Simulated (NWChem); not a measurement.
# C4H10O (SMILES CC(C)CO): levels of theory compared

We compute a comparison of 5 runs (HF/STO-3G, HF/def2-SVP, wB97X/6-31G, PBE0/def2-SVP, SVWN5/def2-SVP) of C4H10O. 

The calculation is run with NWChem 7.3.0.

## Step 1: The structure to begin with

C4H10O: 15 atoms, total charge 0, spin state singlet. As SMILES, `CC(C)CO`. The coordinates come from a PBE0-D4/def2-TZVP relaxation. This is one conformer, not always the lowest.

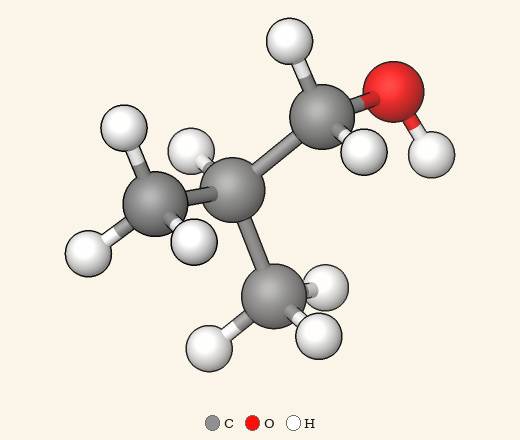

Viewed from a chosen angle; carbon grey, oxygen red, hydrogen white.

## Step 2: Energy and forces at HF/STO-3G (run 1)

The input, c4h10o.nw:

```
start c4h10o
memory total 2200 mb
charge 0

geometry units angstroms noautosym nocenter noautoz
   C    -0.894400   -0.093100    1.101200
   C     0.344700    0.123400    0.245900
   C     1.128800   -1.169000    0.078800
   C    -0.012300    0.687300   -1.122400
   O    -0.647600    1.946300   -1.078300
   H    -1.432100    0.840900    1.285900
   H    -0.631200   -0.507000    2.077500
   H    -1.582400   -0.796400    0.619200
   H     0.983900    0.863600    0.742600
   H     2.031500   -1.015500   -0.518300
   H     0.523400   -1.931600   -0.421700
   H     1.433000   -1.573600    1.046800
   H     0.899800    0.836400   -1.706300
   H    -0.629200   -0.045900   -1.666100
   H    -1.515900    1.834100   -0.684800
end

basis spherical bse
   C library STO-3G
   O library STO-3G
   H library STO-3G
end

scf
   thresh 1e-08
   maxiter 80
end

task scf gradient
```

The run is started by

```console
$ nwchem c4h10o.nw > c4h10o.out
```

Log:

```text
[...]
  functions       =    35
[...]
  wavefunction    = RHF
[...]
         Total SCF energy =   -229.288296676485
      One-electron energy =   -696.725399756968
      Two-electron energy =    273.601220459413
 Nuclear repulsion energy =    193.835882621070
        Time for solution =      3.8s
[...]
                         RHF ENERGY GRADIENTS
    atom               coordinates                        gradient
                 x          y          z           x          y          z
   1 C      -1.690171  -0.175933   2.080966    0.022982   0.006401  -0.016736
   2 C       0.651389   0.233192   0.464684   -0.016576  -0.012605  -0.015605
   3 C       2.133123  -2.209090   0.148910   -0.013260   0.024871   0.001858
   4 C      -0.023244   1.298809  -2.121028    0.010274   0.007898   0.024149
   5 O      -1.223787   3.677974  -2.037692   -0.029813  -0.033747   0.019338
   6 H      -2.706277   1.589071   2.429999   -0.003806   0.005364   0.002594
   7 H      -1.192795  -0.958091   3.925906   -0.000036  -0.001912   0.005910
   8 H      -2.990302  -1.504978   1.170118   -0.004612  -0.005624  -0.003221
   9 H       1.859301   1.631967   1.403311    0.003102   0.005063   0.001247
  10 H       3.838978  -1.919017  -0.979445    0.005584  -0.000549  -0.003455
  11 H       0.989083  -3.650195  -0.796897   -0.003577  -0.005738  -0.003082
[...]
```

It took 5.1 s on 1 thread of Intel Xeon Platinum 8488C (Sapphire Rapids), shared host; peak memory 0.1 GiB.

## Step 3: Energy and forces at HF/def2-SVP (run 2)

The input, job.nw:

```
start job
memory total 2200 mb

geometry noautosym nocenter noautoz
  C    -0.894400   -0.093100    1.101200
  C     0.344700    0.123400    0.245900
  C     1.128800   -1.169000    0.078800
  C    -0.012300    0.687300   -1.122400
  O    -0.647600    1.946300   -1.078300
  H    -1.432100    0.840900    1.285900
  H    -0.631200   -0.507000    2.077500
  H    -1.582400   -0.796400    0.619200
  H     0.983900    0.863600    0.742600
  H     2.031500   -1.015500   -0.518300
  H     0.523400   -1.931600   -0.421700
  H     1.433000   -1.573600    1.046800
  H     0.899800    0.836400   -1.706300
  H    -0.629200   -0.045900   -1.666100
  H    -1.515900    1.834100   -0.684800
end

basis spherical bse
  C library def2-SVP
  O library def2-SVP
  H library def2-SVP
end

scf
  singlet
  rhf
  thresh 1e-08
  maxiter 80
end

task scf gradient
```

The run is started by

```console
$ nwchem job.nw > job.out
```

Log:

```text
[...]
  functions       =   120
[...]
  wavefunction    = RHF
[...]
         Total SCF energy =   -231.981012383752
      One-electron energy =   -698.529114942757
      Two-electron energy =    272.712219937935
 Nuclear repulsion energy =    193.835882621070
        Time for solution =     56.4s
[...]
                         RHF ENERGY GRADIENTS
    atom               coordinates                        gradient
                 x          y          z           x          y          z
   1 C      -1.690171  -0.175933   2.080966    0.003896   0.000652  -0.004255
   2 C       0.651389   0.233192   0.464684   -0.001544  -0.004273   0.000341
   3 C       2.133123  -2.209090   0.148910   -0.002801   0.004190  -0.000032
   4 C      -0.023244   1.298809  -2.121028    0.001912  -0.010396   0.006343
   5 O      -1.223787   3.677974  -2.037692    0.013367   0.015495  -0.009397
   6 H      -2.706277   1.589071   2.429999   -0.000534   0.001041   0.000139
   7 H      -1.192795  -0.958091   3.925906    0.000440  -0.000311   0.000480
   8 H      -2.990302  -1.504978   1.170118   -0.000014  -0.000661  -0.000839
   9 H       1.859301   1.631967   1.403311    0.000986   0.001180   0.000568
  10 H       3.838978  -1.919017  -0.979445    0.000433   0.000349  -0.000656
  11 H       0.989083  -3.650195  -0.796897   -0.000878  -0.000160  -0.000376
[...]
```

Wall time 68 s (1 thread of Intel Xeon Platinum 8488C (Sapphire Rapids), shared host); peak memory 0.1 GiB.

Runs 3 to 4 aren't shown in full; the table further down has their settings and results.

## Step 4: Energy and forces at SVWN5/def2-SVP (run 5)

The input, c4h10o.xyz:

```xyz
15
C4H10O
C     -0.894400    -0.093100     1.101200
C      0.344700     0.123400     0.245900
C      1.128800    -1.169000     0.078800
C     -0.012300     0.687300    -1.122400
O     -0.647600     1.946300    -1.078300
H     -1.432100     0.840900     1.285900
H     -0.631200    -0.507000     2.077500
H     -1.582400    -0.796400     0.619200
H      0.983900     0.863600     0.742600
H      2.031500    -1.015500    -0.518300
H      0.523400    -1.931600    -0.421700
H      1.433000    -1.573600     1.046800
H      0.899800     0.836400    -1.706300
H     -0.629200    -0.045900    -1.666100
H     -1.515900     1.834100    -0.684800
```

The input, run.py:

```python
from ase.io import read
from ase.calculators.nwchem import NWChem

mol = read('c4h10o.xyz')

calc = NWChem(
    label='c4h10o',
    theory='dft',
    memory='2200 mb',
    basis='def2-SVP',
    basispar='spherical bse',
    dft={'xc': 'slater vwn_5', 'mult': '1', 'grid': 'fine', 'convergence': 'energy 1e-08', 'iterations': '100', 'mulliken': None},
)
mol.calc = calc

forces = mol.get_forces()
print(f"energy = {mol.get_potential_energy():.6f} eV")
print("forces (eV/A):")
for s, f in zip(mol.symbols, forces):
    print(f"{s:2s} {f[0]:10.5f} {f[1]:10.5f} {f[2]:10.5f}")
print("dipole (e A):", mol.get_dipole_moment().round(4))
```

The run is started by

```console
$ export ASE_NWCHEM_COMMAND="nwchem PREFIX.nwi > PREFIX.nwo"
$ python run.py
```

Log:

```text
energy = -6297.962082 eV
forces (eV/A):
C     0.66658    0.14789   -0.48270
C    -0.40531   -0.61562   -0.34838
C    -0.40834    0.71538    0.11164
C    -0.49108    0.89829    0.81149
O     0.92580   -0.24914   -0.25670
H    -0.29429    0.56657    0.04998
H     0.13771   -0.22857    0.55006
H    -0.36936   -0.40587   -0.28385
H     0.33656    0.44187    0.24251
H     0.50219    0.08140   -0.34242
H    -0.35440   -0.41688   -0.28447
H     0.16738   -0.23927    0.53782
H     0.57685    0.02314   -0.34833
H    -0.30370   -0.55490   -0.30488
H    -0.68659   -0.16424    0.34828
dipole (e A): [-0.1248 -0.2544  0.1501]
```

The calculator wrote c4h10o.nwi:

```
title "c4h10o"

permanent_dir c4h10o

scratch_dir c4h10o

start c4h10o

geometry units angstrom nocenter noautosym noautoz
  C  -8.9439999999999997e-01 -9.3100000000000002e-02 1.1012000000000000e+00
  C  3.4470000000000001e-01 1.2340000000000000e-01 2.4590000000000001e-01
  C  1.1288000000000000e+00 -1.1690000000000000e+00 7.8799999999999995e-02
  C  -1.2300000000000000e-02 6.8730000000000002e-01 -1.1224000000000001e+00
  O  -6.4759999999999995e-01 1.9462999999999999e+00 -1.0783000000000000e+00
  H  -1.4320999999999999e+00 8.4089999999999998e-01 1.2859000000000000e+00
  H  -6.3119999999999998e-01 -5.0700000000000001e-01 2.0775000000000001e+00
  H  -1.5824000000000000e+00 -7.9640000000000000e-01 6.1919999999999997e-01
  H  9.8390000000000000e-01 8.6360000000000003e-01 7.4260000000000004e-01
  H  2.0314999999999999e+00 -1.0155000000000001e+00 -5.1829999999999998e-01
  H  5.2339999999999998e-01 -1.9316000000000000e+00 -4.2170000000000002e-01
  H  1.4330000000000001e+00 -1.5736000000000001e+00 1.0468000000000000e+00
  H  8.9980000000000004e-01 8.3640000000000003e-01 -1.7062999999999999e+00
  H  -6.2919999999999998e-01 -4.5900000000000003e-02 -1.6660999999999999e+00
  H  -1.5159000000000000e+00 1.8341000000000001e+00 -6.8479999999999996e-01
end

memory 2200 mb

basis spherical bse noprint
   * library def2-SVP
end

dft
  xc slater vwn_5
  mult 1
  grid fine
  convergence energy 1e-08
  iterations 100
  mulliken
end

task dft gradient
```

c4h10o.nwo:

```text
Northwest Computational Chemistry Package (NWChem) 7.3.0
             --------------------------------------------------------

           Job information
           ---------------

    nwchem branch   = 7.3.0
    use scalapack   = T
    input           = c4h10o.nwi
    prefix          = c4h10o.
    data base       = c4h10o/c4h10o.db
    status          = startup
    nproc           =        1

           Memory information
           ------------------

    heap     =     72089596 doubles =      550.0 Mbytes
    stack    =     72089601 doubles =      550.0 Mbytes
    global   =    144179200 doubles =     1100.0 Mbytes (distinct from heap & stack)
    total    =    288358397 doubles =     2200.0 Mbytes
    verify   = yes
    hardfail = no

           Directory information
           ---------------------

  0 permanent = c4h10o
  0 scratch   = c4h10o

                                NWChem Input Module
                                -------------------

                                      c4h10o
                                      ------

[... 106 lines left out ...]
  convergence criterion.
[... 17 lines left out ...]
          Convergence on gradient requested:  5.00D-04
[... 22 lines left out ...]
          Convergence aids based upon iterative change in
[... 28 lines left out ...]
 1-e energy   =    -693.610627
[... 46 lines left out ...]
         Total DFT energy =     -231.445839474067
[... 2 lines left out ...]
    Exchange-Corr. energy =      -31.911957190612
[... 912 lines left out ...]
          Convergence on energy requested:  1.00D-08
[... 20 lines left out ...]
          Spatial weights used:  Erf1
[... 4 lines left out ...]
          total energy or number of iterations.
[... 18 lines left out ...]
                            NWChem DFT Gradient Module
                            --------------------------

                                      c4h10o

  charge          =   0.00
  wavefunction    = closed shell

                         DFT ENERGY GRADIENTS

    atom               coordinates                        gradient
                 x          y          z           x          y          z
   1 C      -1.690171  -0.175933   2.080966   -0.012963  -0.002876   0.009387
   2 C       0.651389   0.233192   0.464684    0.007882   0.011972   0.006775
   3 C       2.133123  -2.209090   0.148910    0.007941  -0.013912  -0.002171
[... 11 lines of this table left out ...]
  15 H      -2.864636   3.465946  -1.294084    0.013352   0.003194  -0.006773

                 ----------------------------------------
                 |  Time  |  1-e(secs)   |  2-e(secs)   |
                 ----------------------------------------
                 |  CPU   |       0.02   |       4.40   |
                 ----------------------------------------
                 |  WALL  |       0.02   |       4.40   |
                 ----------------------------------------

 Task  times  cpu:       37.9s     wall:       37.9s
 Total times  cpu:       38.0s     wall:       38.0s
```

It took 40 s on 1 thread of Intel Xeon Platinum 8488C (Sapphire Rapids), shared host; peak memory 0.13 GiB.

## Step 5: The series

| run | level | iteration cap | module | energy (Eh) | dipole moment (D) | HOMO energy (eV) | LUMO energy (eV) | wall time |
| --- | --- | --- | --- | --- | --- | --- | --- | --- |
| 1 | HF/STO-3G | 80 | scf | -229.288297 | 1.50 | -9.29 | 15.57 | 5.1 s |
| 2 | HF/def2-SVP | 80 | scf | -231.981012 | 1.82 | -11.66 | 4.54 | 68 s |
| 3 | wB97X/6-31G | 100 | dft | -233.535192 | 2.08 | -9.87 | 4.41 | 1.9 min |
| 4 | PBE0/def2-SVP | 100 | dft | -233.218613 | 1.60 | -7.51 | 1.59 | 86 s |
| 5 | SVWN5/def2-SVP | 100 | dft | -231.445839 | 1.54 | -5.90 | 0.50 | 40 s |

## Step 6: What came out

| quantity | value |
| --- | --- |
| run 5: total energy | -231.44584 Eh |
| run 5: dipole moment | 1.54 D |
| run 5: HOMO energy | -5.90 eV |
| run 5: LUMO energy | 0.50 eV |
| run 5: HOMO–LUMO gap | 6.39 eV |
| run 5: largest force on an atom | 1.306 eV/Å |

What this shows: The dipole moment (its size) runs from 1.50 D (HF/STO-3G) to 2.08 D (wB97X/6-31G). The two ends differ in method and basis. The HOMO–LUMO gap runs from 6.39 eV (SVWN5/def2-SVP) to 24.87 eV (HF/STO-3G). Totals of different functionals can't be ranked against each other. In run 1 the basis is minimal, so the values are rough. All runs together took 5.2 min, the longest 1.9 min.
